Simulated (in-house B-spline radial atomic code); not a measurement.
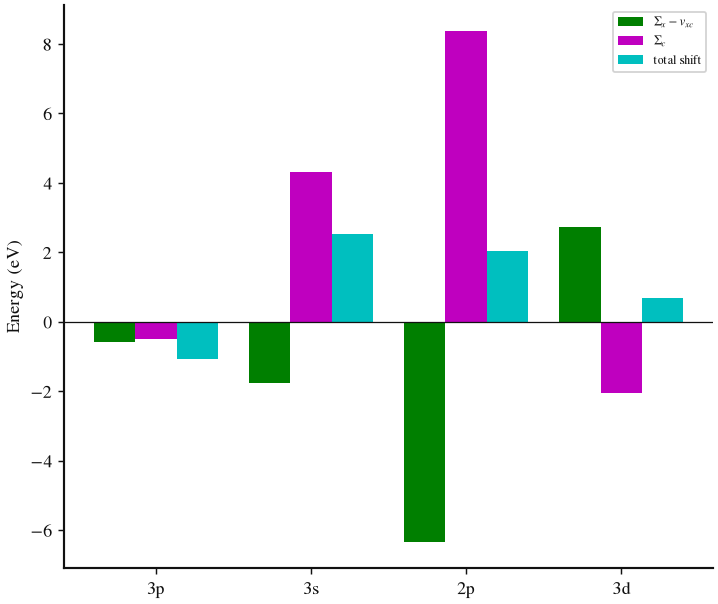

Parts of the G₀W₀ correction to each level for Sc³⁺ ([Ne] 3s² 3p⁶). All-electron spherical atom, scalar X2C, PBE with 80 % exact exchange start, no spin-orbit coupling, Breit or QED terms; computed with a B-spline radial code. The quasi-particle equation is solved at full frequency; levels of low quasi-particle weight Z are left out.

Question: Give the quasi-particle levels and their parts.

Answer: G₀W₀ moves the highest occupied level, 3p, from −72.89 to −73.96 eV (renormalisation factor Z = 0.96); the measured removal energy is 73.49 eV, so the error is +0.47 eV. The empty level 3d goes from −25.61 to −24.92 eV.

```
Level  Mean field (eV)  Σx − vxc (eV)  Σc (eV)     Z  G₀W₀ (eV)
   3p           −72.89          −0.58    −0.49  0.96     −73.96
   3s           −99.81          −1.77     4.30  0.88     −97.27
   2p          −453.18          −6.36     8.38  0.93    −451.16
   3d           −25.61           2.74    −2.04  0.98     −24.92
```
